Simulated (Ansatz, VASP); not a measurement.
# ZnSe (Stilleite) in two plane-wave programs, part 2 of 2

Wanted: the spread between two codes on one cell, functional and k mesh. The cell is taken from a series of VASP runs on this material, whose earlier steps may have relaxed, scaled or displaced it; both programs get it as it stands. Valence electrons are named where the data sets of a main pair hold unlike numbers.

VASP 6.6.1 and Ansatz 0.2.0.

So far: Set-up; VASP: band structure, HSE06.

**3. Ansatz: band structure, HSE06**

Level of this step: Ansatz beside VASP: Kohn-Sham DFT, plane waves, HSE06 (Ansatz).

Ansatz runs on its default PAW (the set named soft_2) files.

The same cell, functional, mesh and smearing now go to Ansatz, which takes its cutoff from its data sets.

File input.yaml:

```yaml
crystal:
  lattice:
    - [0.0, 2.8338, 2.8338]
    - [2.8338, 0.0, 2.8338]
    - [2.8338, 2.8338, 0.0]
  atoms:
    - { symbol: Se, position: [0.75, 0.75, 0.75] }
    - { symbol: Zn, position: [0.0, 0.0, 0.0] }
hamiltonian:
  xc: { exchange: pbe, correlation: pbe, exx: { coeff: 0.25, omega: 0.2 } }
  pseudopotentials: { kind: paw }
kpoints:
  mp_grid: { grid: [5, 5, 5] }
  band_path:
    path:
      - [0.0, 0.0, 0.0]
      - [0.5, 0.0, 0.5]
      - [0.5, 0.22222, 0.72222]
      - [0.40278, 0.34722, 0.75]
      - [0.125, 0.125, 0.25]
      - [0.27778, 0.27778, 0.27778]
      - [0.55556, 0.38889, 0.55556]
      - [0.58333, 0.25, 0.66667]
      - [0.5, 0.30556, 0.69444]
      - [0.48611, 0.48611, 0.52778]
      - [0.625, 0.25, 0.625]
      - [0.5, 0.0, 0.5]
    npoints: 1
scf:
  occupations: { method: gaussian, width: 0.03 }
  n_extra_bands: 7
output:
  forces: true
  stress: true
  eigenvalues: true
  write_density: true
  write_potential: true
  elf: true
  volumetric_format: npy
```

Command:

```sh
> ansatz run input.yaml --threads 4 --pin off --max-ram 9216MiB --backend cpu --events-out ev --progress --plain --runs-dir out
```

Numbers of over 12 decimals in the logs are rounded to 6 here.

The log of the run:

```text
Warning: output.stress: scf.convergence.dr2_threshold = 1e-7 eV (the SCF's general default) is looser than the 2e-10 eV advised for a printed stress (1e-10 eV for each atom of the cell: 2). What an SCF threshold leaves in a stress goes as its square root, and in the free energy as the threshold itself, and one threshold admits the most on a small cell: [figures from the program's tests cut] Set scf.convergence.dr2_threshold to 2e-10 eV or tighter. The threshold is an SCF's pass mark: one that does not reach it within its budget of iterations ends unconverged, or closes short of it on a stop that the run arms, and scf.convergence.dr2_threshold's page says what that costs each kind of run
Warning: output.stress: scf.exx.energy_threshold = 1e-6 eV is looser than the 2e-8 eV advised for a stress under a hybrid functional (1e-8 eV for each atom of the cell: 2). Every SCF of the exchange loop can meet its threshold on dr2 while the loop round them stops early: no threshold on dr2 bounds what that leaves in the stress. Set scf.exx.energy_threshold to 2e-8 eV or tighter. The threshold is the loop's pass mark: a loop that does not reach it within its budget of cycles ends unconverged, and scf.exx.energy_threshold's page has the law
scf.n_extra_bands = 7 over 14 filled bands (N_el = 28.0): the run solves 21 bands
Engine: ansatz 0.2.0, aarch64-unknown-linux-gnu
Pseudopotentials: kind: paw
Pseudopotential: Se, paw, valence charge 16, recommended cutoff 420 eV (normal), Se.paw.azcp
Pseudopotential: Zn, paw, valence charge 12, recommended cutoff 420 eV (normal), Zn.paw.azcp
Functional definition: unnamed
  parameter a_1 = 0.25
  parameter omega_1 = 0.2/angstrom
  exchange = pbe_x + (-a_1)*pbe_x_sr(omega_1) + a_1*exact_x_sr(omega_1)
  correlation = pbe_c
Crystal: 2 atoms, lattice volume = 45.513 Å³
Basis set: ecut = 420 eV, 893 PW (Γ), exchange–correlation on 54×54×54 points (8 copies of the dense FFT grid, shifted against one another)
Bands: 21, of which v1, the nominal top of the filled ones, is band 14 counted from 1 (13 counted from 0)
Symmetry: 24 space group operations
Space group: F-43m (ITA 216), of the structure as read, at distance tolerance 3.6e-5 Å
k-points: 10 of 125 (time reversal used)
Non-local potential: Se, projectors of the file, l = 0: 2, l = 1: 2, l = 2: 3, l = 3: 1
Non-local potential: Zn, projectors of the file, l = 0: 2, l = 1: 2, l = 2: 3, l = 3: 1
PAW form: soft (Blöchl's): semilocal exchange-correlation on the pseudo side does not see the compensation charge
PAW frozen core: Se, regenerated for the run's functional, and the local potential with it (the file was generated under x = pbe(κ = 0.804, μ = 0.219515), c = pbe(β = 0.066725))
PAW frozen core: Zn, regenerated for the run's functional, and the local potential with it (the file was generated under x = pbe(κ = 0.804, μ = 0.219515), c = pbe(β = 0.066725))
PAW one-centre angular grid: Se, 590 points (default); XC on 64 Gauss nodes
PAW one-centre angular grid: Zn, 590 points (default); XC on 64 Gauss nodes
Initial density: superposition of atomic densities (neutral atoms: chi_scale 0, normalization atom), corrected by the library's trained network
Initial wavefunctions: pseudopotential atomic-orbital guess
Functional: x = pbe(κ = 0.804, μ = 0.219515), c = pbe(β = 0.066725), warm-up for x = pbe(κ = 0.804, μ = 0.219515) + 0.25 (exact − pbe) at short range (hse, ω = 0.2 Å⁻¹), c = pbe(β = 0.066725)
SCF iter   1: F=—  HF=-8789.510163 eV  |F-HF|=—  |Δ(HF+E_count)|=         —  Δρ=1.60e-3  dr2=9.06e-4  ethr=1.77e-3  ⟨swp⟩=11.8  Hψ=1054  notcnv=0
preconditioner: auto → none  [insulator: Δε(μ)=1.287 eV  Ē_g=14.445 eV  σ=0.030 eV  W_gap=1.00  n_scr=14 (ndim 8)  ℏωp=23.4 eV  f_vac=0.121  D(μ)=0.00/eV (n_scr^D=0)]
SCF iter   2: F=—  HF=-8789.509909 eV  |F-HF|=—  |Δ(HF+E_count)|=   2.54e-4  Δρ=1.24e-3  dr2=4.92e-4  ethr=3.24e-6  ⟨swp⟩=4.2  Hψ=677  notcnv=0  defer=1
iter 3 solved again at ethr=7.47e-9 eV; its pass at ethr=1.76e-6 eV (dr2=2.09e-6 eV) is discarded
SCF iter   3: F=-8789.509706 eV  HF=-8789.509693 eV  |F-HF|=1.34e-5  |Δ(HF+E_count)|=   2.16e-4  Δρ=1.33e-4  dr2=2.15e-6  ethr=7.47e-9  ⟨swp⟩=4.1  Hψ=903  notcnv=0  defer=1
SCF 1 stopped early in 3 iterations: F = -8789.509706 eV  dr2 = 2.15e-6
  greatest PAW one-centre occupation: 1.000 electrons in one spin orbital (limit 2), on the Se atom at site 0 (counted from 0), in its partial waves of l = 2
Initial density: handed on by an earlier stage of this run
Initial wavefunctions: those handed on with the density
Functional: x = pbe(κ = 0.804, μ = 0.219515) + 0.25 (exact − pbe) at short range (hse, ω = 0.2 Å⁻¹), c = pbe(β = 0.066725)
Exchange kernel: α = 0.2500, screened, ω = 0.2000 Å⁻¹, Wigner–Seitz truncation, v(0) = 1126.4038 eV·Å³, q-mesh 5×5×5, nearest image of the exchange supercell L = 20.04 Å, pair-density grid 15×15×15, without the augmentation charges, whose exchange is taken in its separable form by FFT convolution over the k-point mesh (sized by the pseudopotential files, 24×24×24 at the most), smooth part of the exact exchange by density-matrix convolution
Frozen-core exchange: fock
SCF iter   1: F=—  HF=-8791.195886 eV  |F-HF|=—  |Δ(HF+E_count)|=         —  Δρ=2.04e-2  dr2=9.64e-2  ethr=7.67e-8  ⟨swp⟩=9.0  Hψ=1139  notcnv=0
preconditioner: auto → none  [insulator: Δε(μ)=2.387 eV  Ē_g=17.073 eV  σ=0.030 eV  W_gap=1.00  n_scr=14 (ndim 8)  ℏωp=23.4 eV  f_vac=0.121  D(μ)=0.00/eV (n_scr^D=0)]
SCF iter   2: F=—  HF=-8791.164814 eV  |F-HF|=—  |Δ(HF+E_count)|=   3.11e-2  Δρ=2.97e-3  dr2=5.63e-3  ethr=7.67e-8  ⟨swp⟩=5.0  Hψ=853  notcnv=0
SCF iter   3: F=—  HF=-8791.169262 eV  |F-HF|=—  |Δ(HF+E_count)|=   4.45e-3  Δρ=4.37e-3  dr2=3.98e-3  ethr=7.67e-8  ⟨swp⟩=5.0  Hψ=806  notcnv=0
SCF iter   4: F=—  HF=-8791.168913 eV  |F-HF|=—  |Δ(HF+E_count)|=   3.48e-4  Δρ=1.80e-3  dr2=6.59e-4  ethr=7.67e-8  ⟨swp⟩=4.0  Hψ=586  notcnv=0
SCF iter   5: F=—  HF=-8791.169873 eV  |F-HF|=—  |Δ(HF+E_count)|=   9.59e-4  Δρ=7.75e-4  dr2=1.40e-4  ethr=7.67e-8  ⟨swp⟩=4.1  Hψ=572  notcnv=0
SCF iter   6: F=-8791.169797 eV  HF=-8791.169796 eV  |F-HF|=2.87e-7  |Δ(HF+E_count)|=   7.63e-5  Δρ=2.01e-5  dr2=8.40e-7  ethr=7.67e-8  ⟨swp⟩=4.0  Hψ=534  notcnv=0
SCF 2 stopped early in 6 iterations: F = -8791.169797 eV  dr2 = 8.40e-7
hybrid outer 1: dexx = +1.165e-2 eV, tail = 7.34e-5 eV
Exchange kernel: α = 0.2500, screened, ω = 0.2000 Å⁻¹, Wigner–Seitz truncation, v(0) = 1126.4038 eV·Å³, q-mesh 5×5×5, nearest image of the exchange supercell L = 20.04 Å, pair-density grid 15×15×15, without the augmentation charges, whose exchange is taken in its separable form by FFT convolution over the k-point mesh (sized by the pseudopotential files, 24×24×24 at the most), smooth part of the exact exchange by density-matrix convolution
Frozen-core exchange: fock
SCF iter   1: F=—  HF=-8791.169435 eV  |F-HF|=—  |Δ(HF+E_count)|=         —  Δρ=1.01e-4  dr2=2.75e-6  ethr=1.31e-6  ⟨swp⟩=4.5  Hψ=486  notcnv=0
preconditioner: auto → none  [insulator: Δε(μ)=2.439 eV  Ē_g=16.793 eV  σ=0.030 eV  W_gap=1.00  n_scr=14 (ndim 8)  ℏωp=23.4 eV  f_vac=0.122  D(μ)=0.00/eV (n_scr^D=0)]
SCF iter   2: F=—  HF=-8791.169435 eV  |F-HF|=—  |Δ(HF+E_count)|=   1.87e-7  Δρ=2.94e-5  dr2=2.88e-7  ethr=9.10e-9  ⟨swp⟩=4.0  Hψ=565  notcnv=0
SCF iter   3: F=—  HF=-8791.169436 eV  |F-HF|=—  |Δ(HF+E_count)|=   7.87e-7  Δρ=2.07e-5  dr2=1.11e-7  ethr=5.25e-10  ⟨swp⟩=4.2  Hψ=517  notcnv=0  defer=1
SCF iter   4: F=-8791.169436 eV  HF=-8791.169436 eV  |F-HF|=5.09e-10  |Δ(HF+E_count)|=   2.60e-8  Δρ=5.25e-6  dr2=7.02e-9  ethr=3.49e-10  ⟨swp⟩=3.1  Hψ=402  notcnv=0  defer=1
SCF 3 converged in 4 iterations: F = -8791.169436 eV  dr2 = 7.02e-9
  Residual-converged pass: ⟨swp⟩=4.0  Hψ=490  notcnv=0  max |occ|·‖R‖ = 2.4e-6 eV (tolerance 2.4e-6 eV)  dr2=6.97e-9  dr2_onsite=6.10e-10  max |Δocc| = 0.0e0
hybrid outer 2: dexx = +8.343e-7 eV, tail = 4.40e-8 eV, Δε = 3.90e-3 eV (about 1.51e-4 eV left of the loop's levels)
NSCF: frozen V_eff on 12 k-points
hybrid SCF converged: 2 outer / 10 inner (+3 warm-up), last move |dexx| = 8.34e-7 eV, tail = 4.40e-8 eV
Stability not checked: this state was not tested for a lower state beside it, because the functional holds exact exchange (a hybrid, or Hartree-Fock), whose exchange loop this test does not read (fock_operator; see scf.lower_state_search)
Free energy (F): -8791.169436 eV
Frozen-core exchange: fock
Harris-Foulkes:  -8791.169436 eV  (|F-HF|=5.09e-10)
Internal energy: -8791.169436 eV  (E = F + TS)
E sigma→0 (E₀):  -8791.169436 eV
Fermi energy:    7.346784 eV
--- Per-component energies (eV) ---
  E_band       = -455.213210
  E_kinetic    = 249.077377
  E_local      = -4401.598970  (includes V_loc(G=0)·N_el)
  E_nonlocal   = 22.345615
  E_hartree    = 2044.582833
  E_xc         = -192.087742
  E_vxc        = -119.929689  (∫ρ·V_xc dr)
  E_exx        = -110.605499  (= α·E_x^exact, valence–valence)
  E_paw        = -3681.510608  (= ΣΔE_a)
  E_vpaw       = -73.061239  (= ΣTr[D̂ρ^β])
  E_aug_tail   = -0.000895  (compensation charges beyond the density's cutoff)
  E_ewald      = -2720.942845
  E_core_change = -0.428717  (= ΣΔE_core)
  E_smearing   = -0.000000  (= −TS)
  E_closure    = 0.000014  (closes the sum)
  Σ components = -8791.169436   (vs F -8791.169436, Δ=0.00e0)
--- Forces (eV/Å), atoms counted from 1 ---
  atom   1  Se     0.00000000    -0.00000000     0.00000000
  atom   2  Zn    -0.00000000     0.00000000    -0.00000000
  max |Σ_I F_I| component: 1.53e-16 eV/Å
--- Stress (GPa, compression-positive) ---
        1.201158       0.000000      -0.000000
        0.000000       1.201158       0.000000
       -0.000000       0.000000       1.201158
  P = ⅓ Tr σ = 1.2012 GPa (12.012 kbar)
--- Band table (eV; the first three rows and the last of 10) ---
  k-point 0: bands = [... 10 lower, -1.8016, 6.1268, 6.1268, 6.1268, 8.5663, 13.0976, 13.0976, 13.0976, ... 3 higher]
  k-point 1: bands = [... 10 lower, -1.8032, 3.6571, 5.7703, 5.7703, 9.9547, 13.3736, 13.6407, 13.6407, ... 3 higher]
  k-point 2: bands = [... 10 lower, -1.7486, 1.0551, 5.2870, 5.2870, 9.8616, 13.7053, 13.7053, 15.5871, ... 3 higher]
  k-point 9: bands = [... 10 lower, -1.5449, 1.2885, 3.1252, 3.9751, 12.2544, 12.5694, 13.8406, 16.8224, ... 3 higher]
```

Run time: 35 s. Hardware: 4 threads of Arm Neoverse V1, shared host; peak memory 1 GiB; 2.2 min of CPU time.

**4. Side by side**

Known differences besides the potentials themselves: exact exchange at q = 0 is treated differently, which shows on coarse meshes; VASP keeps PBE cores, Ansatz makes them for the functional; the data sets hold 28 valence electrons in Ansatz (on its default PAW (the set named soft_2) files) and 18 in VASP; the cutoff is 420 eV in Ansatz and 350 eV in VASP; VASP takes a coarser grid for exact exchange (PRECFOCK = Fast). Total energies have different zeros and are not compared.

The two programs side by side:

| quantity | Ansatz | VASP | difference |
| --- | --- | --- | --- |
| gap over the path points (eV) | 2.439 | 2.426 | +0.014 |

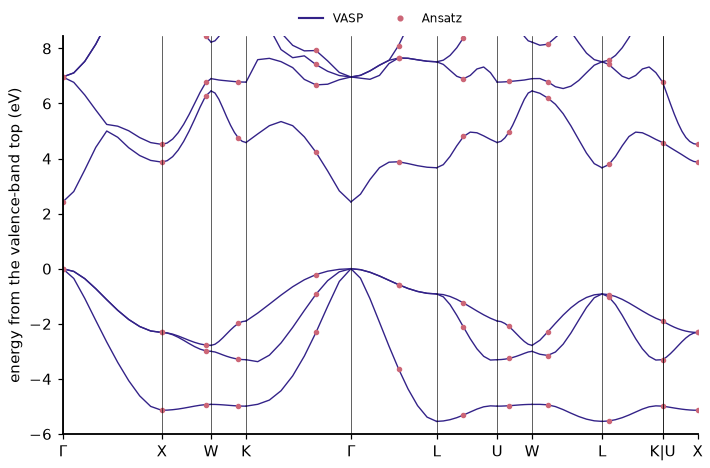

Bands from VASP (lines) and levels from Ansatz (dots). Dots without a line are higher empty bands that the VASP plot leaves out.

Levels at points of the path, from each program's valence-band top (eV; 4 filled, then empty):

| k (reciprocal lattice) | Ansatz | VASP |
| --- | --- | --- |
| 0.000 0.000 0.000 | -7.93 0.00 0.00 0.00 2.44 6.97 6.97 | -7.84 0.00 0.00 0.00 2.43 6.96 6.96 |
| 0.500 0.000 0.500 | -7.70 -5.14 -2.31 -2.31 3.87 4.52 12.19 | -7.61 -5.14 -2.31 -2.31 3.87 4.52 12.19 |
| 0.500 0.222 0.722 | -7.59 -4.93 -2.98 -2.77 6.26 6.76 8.45 | -7.50 -4.93 -2.98 -2.77 6.27 6.75 8.45 |
| 0.403 0.347 0.750 | -7.62 -4.98 -3.28 -1.99 4.75 6.79 9.96 | -7.53 -4.98 -3.28 -1.99 4.75 6.79 9.96 |
| 0.125 0.125 0.250 | -7.92 -2.31 -0.92 -0.21 4.24 6.68 7.42 | -7.83 -2.31 -0.92 -0.21 4.23 6.67 7.41 |
| 0.278 0.278 0.278 | -7.93 -3.63 -0.58 -0.58 3.89 7.66 7.66 | -7.84 -3.63 -0.58 -0.58 3.88 7.65 7.65 |
| 0.556 0.389 0.556 | -7.70 -5.31 -2.12 -1.24 4.81 6.89 8.39 | -7.61 -5.31 -2.12 -1.24 4.80 6.90 8.39 |
| 0.583 0.250 0.667 | -7.61 -4.97 -3.26 -2.09 4.95 6.80 9.63 | -7.53 -4.97 -3.26 -2.09 4.95 6.80 9.62 |
| 0.500 0.306 0.694 | -7.61 -4.94 -3.15 -2.30 6.20 6.79 8.15 | -7.52 -4.94 -3.15 -2.30 6.20 6.79 8.15 |
| 0.486 0.486 0.528 | -7.74 -5.53 -1.02 -0.94 3.79 7.42 7.58 | -7.65 -5.53 -1.02 -0.94 3.78 7.42 7.57 |

Among the levels compared at these points, filled levels agree within 91 meV and empty ones within 14 meV.

**5. Results**

```json
{"largest difference of a filled level at the path points (band structure, HSE06)": "91 meV"}
```

The largest difference of a filled level at the path points is 91 meV (band structure, HSE06), beyond the 80 meV picked in this series as the mark of a large difference. The data sets hold unlike numbers of valence electrons (28 in Ansatz and 18 in VASP), so part of the differences comes from the potentials. Such differences can come from data sets, numerical settings and the points named under the comparisons, not from the functional's error against experiment.

[Lines on the potential files, build, host, timing and source positions are cut from VASP's logs without a mark.]

[Logs are printed without paths, hosts, clocks, repeated set-up lines and the standing remarks that a program may print on its own settings, such as how far it seeks lower states.]

[Hosts, paths, dates, database ids (printed as entryN), source tags and the programs' standing remarks are cut or masked in the printed files.]
